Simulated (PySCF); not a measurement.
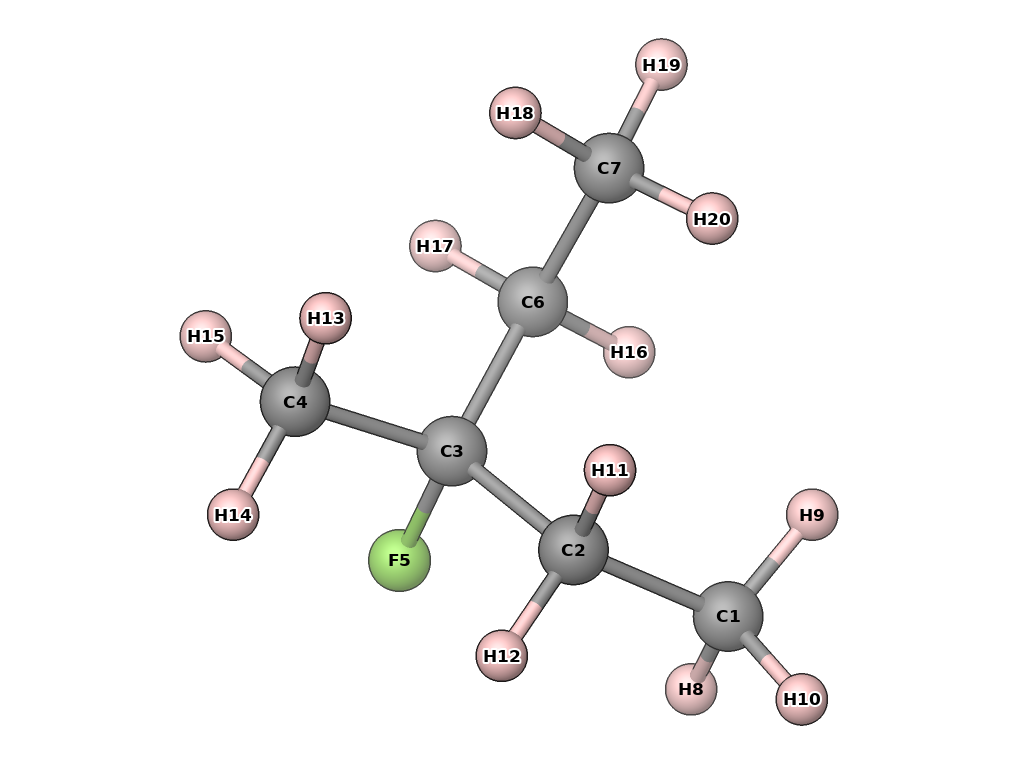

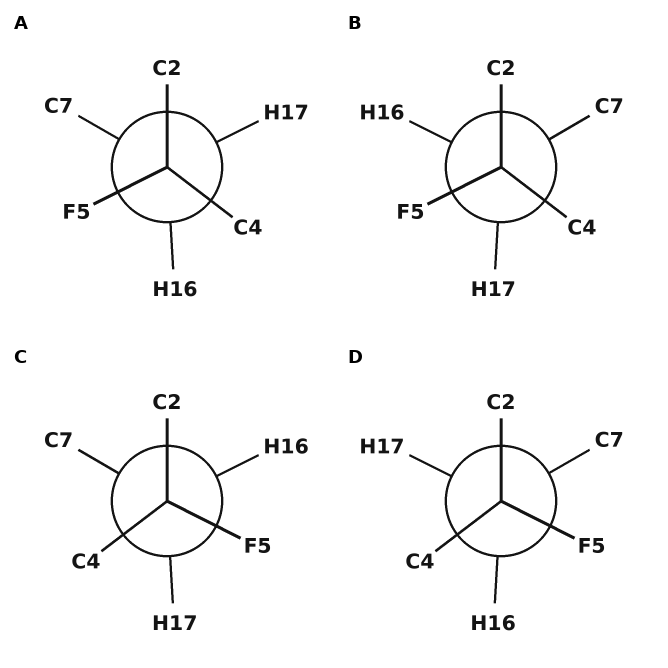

Distant atoms are faded towards the background colour. Bonds that would overlap in a projection are set slightly apart. Computed geometry: PBE0-D3(BJ)/def2-SVP optimisation. No frequency run is at hand to confirm it as a minimum.

**Which Newman projection shows the view along C3–C6, with C3 in front?**

C. The torsion angle F5–C3–C6–C7 is −177°, antiperiplanar (anti).
